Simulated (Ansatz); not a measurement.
System (SMILES): B=[N] (BH-N), doublet.
Atoms: B1, N2, H3. Bonds: B1-N2, B1-H3.

Basis-set convergence of the optimised B1-N2 bond length at PBE with Ansatz (an electronic-structure program). Cartesian d functions, on some or all atoms, in 6-31G**; all else is spherical. The program fits the integrals of some runs and decomposes those of others, by size. Open shells are unrestricted. No added dispersion term, no relativity. Reference: the value in aug-pcseg-3, 1.3180 Å, itself unsure by roughly 0.0002 Å (its mean distance from aug-cc-pVQZ, def2-QZVPPD, pcseg-3). Deviations are taken from unrounded values.

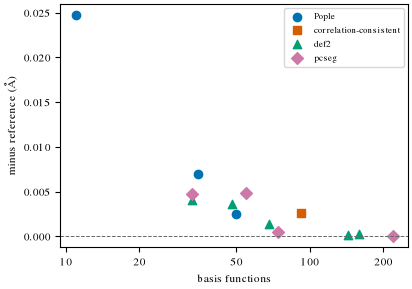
Deviation from the reference against the number of basis functions, by family of sets.

```tsv
basis	functions	optimised B1-N2 bond length (Å)	minus reference (Å)
STO-3G	11	1.3428	0.0247
def2-SVP	33	1.3220	0.0040
pcseg-1	33	1.3227	0.0047
6-31G**	35	1.3250	0.0070
def2-SVPD	48	1.3217	0.0037
6-311+G**	50	1.3205	0.0025
aug-pcseg-1	55	1.3229	0.0048
def2-TZVP	68	1.3194	0.0014
pcseg-2	74	1.3185	0.0005
jun-cc-pV(T+d)Z	92	1.3206	0.0026
def2-QZVPP	144	1.3182	0.0001
def2-QZVPPD	159	1.3182	0.0002
aug-pcseg-3	219	1.3180	0.0000
```
